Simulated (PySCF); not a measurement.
**B₅: doublet, from a trigonal bipyramid start**

The task is one start of a wider search on B₅: the doublet, from a trigonal bipyramid start. It is relaxed, tested by its Hessian and followed downhill if it is a saddle.

Computed with PySCF 2.14.0. Level: PBE, basis B def2-SVP, no relativity, density fitting.

## (1) The starting structure

5 atoms, charge 0, spin multiplicity 2.

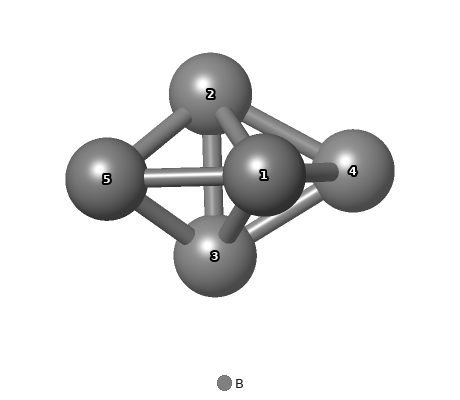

The starting geometry (boron grey); atoms are numbered from 1 in the order of the file.

```xyz
5
charge 0 multiplicity 2
B     0.0000    0.9815    0.0000
B     0.8500   -0.4907    0.0000
B    -0.8500   -0.4907    0.0000
B     0.0000    0.0000    1.3940
B     0.0000    0.0000   -1.3940
```

## (2) The SCF at the typed geometry

One driver script runs all steps and calls PySCF; scf.py shows how it sets up the SCF of each step. The optimiser is the driver's own. After this first run the driver tries any further starts and a stability analysis.

File scf.py:

```python
from pyscf import gto, scf, dft
mol = gto.M(atom='''
B      0.000000     0.981500     0.000000
B      0.850000    -0.490700     0.000000
B     -0.850000    -0.490700     0.000000
B      0.000000     0.000000     1.394000
B      0.000000     0.000000    -1.394000''',
    basis={'B': 'def2-SVP'},
    charge=0, spin=1)
mf = dft.UKS(mol, xc='PBE')
mf.grids.atom_grid = (50, 194)
aux = {'B': 'def2-universal-JKFIT'}
mf = mf.density_fit(auxbasis=aux)
mf.conv_tol = 1e-08
mf.diis_space = 10
mf.max_cycle = 60
mf.init_guess = 'minao'
mf.verbose = 4
mf.kernel()
```

On the command line:

```console
> OMP_NUM_THREADS=2 python axn.py task.json out
```

After this run come: Relaxation: trigonal bipyramid start, doublet; Relaxing without the symmetry constraint; Vibrations and properties at this point.

**Question.** What will these runs give? Wanted: minimum; geometry; wavenumbers; dipole moment; highest occupied, lowest empty level; polar-tensor charge of B1; zero-point energy; ⟨S²⟩.

**Answer**, as computed:

```
                                          quantity                                                                                                                                                                     value
                                           minimum                                                                                                                                                              doublet, C2v
                                          geometry  B–B 1.591 Å (×4), B–B 1.672 Å (×2), B–B 1.743 Å, B–B 1.939 Å (×2); B–B–B 51.7° (×4), B–B–B 53.4°, B–B–B 55.5° (×4), B–B–B 56.8° (×4), B–B–B 63.3° (×2), B–B–B 66.4° (×2)
                                wavenumbers (cm⁻¹)                                                                                281 (b2), 530 (b1), 576 (a1), 625 (a1), 785 (a1), 825 (b2), 826 (a2), 1140 (a1), 1166 (b1)
                                     dipole moment                                                                                                                                                                    1.41 D
highest occupied, lowest empty level (either spin)                                                                                                                                                           -5.24, -4.55 eV
                         polar-tensor charge of B1                                                                                                                                                                   +0.30 e
                                 zero-point energy                                                                                                                                                               40.4 kJ/mol
                               entropy at 298.15 K                                                                                                                                                           270.8 J/(mol K)
                                              ⟨S²⟩                                                                                                                                                                     0.826
```

The trigonal bipyramid start (D3h) ends in a minimum of C2v symmetry. The strongest infrared band lies at 281 cm⁻¹ (b2). Only this shape and spin were tried, so other structures or states may lie lower.
